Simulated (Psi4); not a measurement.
**TPSS/6-31G(d) (spherical functions) run of Si3H8 (trisilane)**

What is the energy change on altering one bond length of Si3H8 (trisilane) at TPSS/6-31G* (spherical functions)? 

The calculation is run with Psi4 1.11.

### Step 1. Starting point

The species is Si3H8 (11 atoms), meant as a singlet with charge 0. As SMILES, `[SiH3][SiH2][SiH3]`. Geometry: relaxed at PBE0-D4/def2-TZVP.

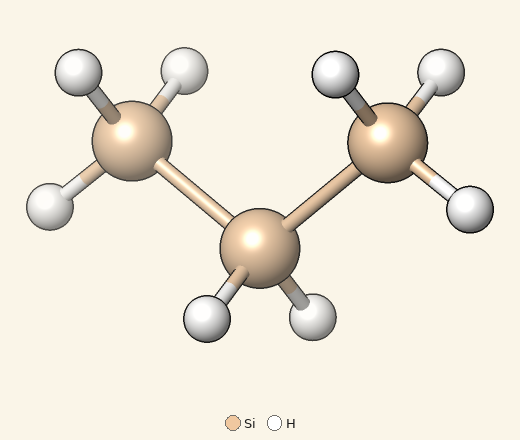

Viewed from a chosen angle; silicon light orange, hydrogen white.

### Step 2. A single-point energy at TPSS/6-31G(d) (spherical functions)

File job.py:

```python
import psi4

psi4.set_memory('2200 MB')
psi4.set_num_threads(1)
psi4.set_output_file('psi4.out', False)

geom = psi4.geometry("""
0 1
Si    -2.44260330     2.58274539    -0.99261644
Si    -0.87413061    -1.52557590    -0.55996365
Si     3.08390075    -1.46340391     1.40359408
H     -4.96213734     2.58461622    -2.23955222
H     -0.66901974     4.12043443    -2.53992419
H     -2.68821100     3.77962232     1.53944649
H     -0.64893195    -2.72150798    -3.09945320
H     -2.66523193    -3.06286810     0.97583567
H      2.86473032    -0.29279417     3.95034018
H      4.88271216     0.06005550    -0.12859586
H      4.11886596    -4.06132380     1.69087024
units bohr
symmetry c1
""")

psi4.set_options({
    'puream': True,
    'e_convergence': 1e-09,
    'd_convergence': 1e-08,
    'scf_type': 'pk',
    'dft_radial_points': 99,
    'dft_spherical_points': 590,
})

energy_value = psi4.energy("tpss/6-31G*")
print('E =', round(energy_value, 9))
```

Launch:

```bash
$ python job.py
```

psi4.out:

```text
[...]
  Running in c1 symmetry.
[...]
  Nuclear repulsion =  193.117837226625369
[...]
  Multiplicity = 1
[...]
  Nalpha       = 25
  Nbeta        = 25
[...]
    Number of basis functions: 70
[...]
   @RKS iter   1:  -873.21309972054121   -4.88436e-01   4.23849e-03 DIIS/ADIIS
[...]
   @RKS iter  10:  -873.29846465228218    7.95808e-13   1.10186e-09 DIIS
[...]
    Orbital Energies [Eh]
    ---------------------
    Doubly Occupied:
       1A    -65.666095     2A    -65.666086     3A    -65.663401
       4A     -5.108387     5A     -5.108368     6A     -5.105765
       7A     -3.482519     8A     -3.482503     9A     -3.482316
      10A     -3.482312    11A     -3.482292    12A     -3.482291
      13A     -3.479820    14A     -3.479756    15A     -3.479664
      16A     -0.535390    17A     -0.495398    18A     -0.449230
      19A     -0.343005    20A     -0.332319    21A     -0.323026
      22A     -0.322422    23A     -0.310336    24A     -0.282765
      25A     -0.259718
[...]
  @RKS Final Energy:  -873.29846465228218
   => Energetics <=
    Nuclear Repulsion Energy =            193.1178372266253689
    One-Electron Energy =               -1593.3739424431664702
    Two-Electron Energy =                 592.7694033239631608
    DFT Exchange-Correlation Energy =     -65.8117627597042798
    Empirical Dispersion Energy =           0.0000000000000000
    VV10 Nonlocal Energy =                  0.0000000000000000
    Total Energy =                       -873.2984646522821777
[...]
 Multipole Moments:
 ------------------------------------------------------------------------------------
     Multipole            Electronic (a.u.)      Nuclear  (a.u.)        Total (a.u.)
 ------------------------------------------------------------------------------------
 L = 1.  Multiply by 2.5417464519 to convert [e a0] to [Debye]
 Dipole X            :         -0.3982523            0.3860525           -0.0121998
 Dipole Y            :         -0.6948726            0.6736078           -0.0212648
 Dipole Z            :         -0.2548118            0.2470364           -0.0077755
 Magnitude           :                                                    0.0257193
[...]
```

The script printed:

```text
E = -873.298464652
```

It took 45 s on 1 thread of AMD EPYC 7R43 (Zen 3), shared host; peak memory 1.5 GiB.

### Step 3. The distorted shape at the same level

File job.json:

```json
{
 "schema_name": "qcschema_input",
 "schema_version": 1,
 "molecule": {
  "schema_name": "qcschema_molecule",
  "schema_version": 2,
  "symbols": ["Si", "Si", "Si", "H", "H", "H", "H", "H", "H", "H", "H"],
  "geometry": [-2.67789877, 3.19905689, -1.05752097, -0.87413061, -1.5255759, -0.55996365, 3.08390075, -1.46340391, 1.40359408, -5.19743281, 3.20092771, -2.30445676, -0.90431521, 4.73674593, -2.60482873, -2.92350647, 4.39593382, 1.47454196, -0.64893195, -2.72150798, -3.0994532, -2.66523193, -3.0628681, 0.97583567, 2.86473032, -0.29279417, 3.95034018, 4.88271216, 0.0600555, -0.12859586, 4.11886596, -4.0613238, 1.69087024],
  "molecular_charge": 0,
  "molecular_multiplicity": 1,
  "fix_symmetry": "c1"
 },
 "driver": "energy",
 "model": {
  "method": "tpss",
  "basis": "6-31G*"
 },
 "keywords": {
  "puream": true,
  "e_convergence": 1e-09,
  "d_convergence": 1e-08,
  "scf_type": "pk",
  "dft_radial_points": 99,
  "dft_spherical_points": 590
 }
}
```

Launch:

```bash
$ psi4 --qcschema job.json -n 1 --memory 2200MB
```

stdout:

```text
[...]
  Running in c1 symmetry.
[...]
  Nuclear repulsion =  183.637830601829478
[...]
  Multiplicity = 1
[...]
  Nalpha       = 25
  Nbeta        = 25
[...]
    Number of basis functions: 70
[...]
   @RKS iter   1:  -873.20855261993938   -6.27379e-01   3.98143e-03 ADIIS/DIIS
[...]
   @RKS iter  10:  -873.28411611873696   -3.26281e-11   5.96779e-09 DIIS
[...]
    Orbital Energies [Eh]
    ---------------------
    Doubly Occupied:
       1A    -65.678230     2A    -65.675294     3A    -65.666244
       4A     -5.117194     5A     -5.114165     6A     -5.108461
       7A     -3.492077     8A     -3.490997     9A     -3.490992
      10A     -3.489078    11A     -3.488022    12A     -3.487986
      13A     -3.482574    14A     -3.482384    15A     -3.482375
      16A     -0.524635    17A     -0.493033    18A     -0.453085
      19A     -0.338768    20A     -0.329306    21A     -0.323506
      22A     -0.323183    23A     -0.312202    24A     -0.278867
      25A     -0.247375
[...]
  @RKS Final Energy:  -873.28411611873696
   => Energetics <=
    Nuclear Repulsion Energy =            183.6378306018294779
    One-Electron Energy =               -1574.2957494912300263
    Two-Electron Energy =                 583.1250672883716106
    DFT Exchange-Correlation Energy =     -65.7512645177079378
    Empirical Dispersion Energy =           0.0000000000000000
    VV10 Nonlocal Energy =                  0.0000000000000000
    Total Energy =                       -873.2841161187369607
[...]
 Multipole Moments:
 ------------------------------------------------------------------------------------
     Multipole            Electronic (a.u.)      Nuclear  (a.u.)        Total (a.u.)
 ------------------------------------------------------------------------------------
 L = 1.  Multiply by 2.5417464519 to convert [e a0] to [Debye]
 Dipole X            :         -0.3639394            0.3505833           -0.0133561
 Dipole Y            :         -0.7754320            0.7665126           -0.0089194
 Dipole Z            :         -0.2445937            0.2372524           -0.0073413
 Magnitude           :                                                    0.0176589
[...]
```

The result, in JSON:

```text
{
 "driver": "energy",
 "model": {
  "method": "tpss",
  "basis": "6-31G*"
 },
 "success": true,
 "return_result": -873.284116118737,
 "properties": {
  "calcinfo_nbasis": 70,
  "calcinfo_nmo": 70,
  "calcinfo_nalpha": 25,
  "calcinfo_nbeta": 25,
  "calcinfo_natom": 11,
  "nuclear_repulsion_energy": 183.63783060182948,
  "return_energy": -873.284116118737,
  "scf_one_electron_energy": -1574.29574949123,
  "scf_two_electron_energy": 583.1250672883716,
  "scf_xc_energy": -65.75126451770794,
  "scf_dipole_moment": [-0.013356109029702079, -0.008919409797796263, -0.007341299851352789],
  "scf_total_energy": -873.284116118737,
  "scf_iterations": 10
 }
}
```

Wall time 40 s (1 thread of AMD EPYC 7R43 (Zen 3), shared host); peak memory 1.5 GiB.

### Step 4. Outcome

Level: TPSS/6-31G* (spherical functions).

| quantity | value |
| --- | --- |
| first shape: total energy | -873.29846 Eh |
| first shape: dipole moment | 0.07 D |
| first shape: HOMO energy | -7.07 eV |
| first shape: LUMO energy | -0.49 eV |
| first shape: HOMO–LUMO gap | 6.58 eV |
| distorted shape: total energy | -873.28412 Eh |
| distorted shape: dipole moment | 0.04 D |
| distorted shape: HOMO energy | -6.73 eV |
| distorted shape: LUMO energy | -1.21 eV |
| distorted shape: HOMO–LUMO gap | 5.53 eV |
| energy change with the Si1–Si2 bond stretched from 2.338 to 2.689 Å | 0.390 eV |

What this shows: With the Si1–Si2 bond stretched from 2.338 to 2.689 Å the energy rises by 0.39 eV (37.7 kJ/mol). The first shape isn't relaxed at this level, so the change isn't measured from a minimum.
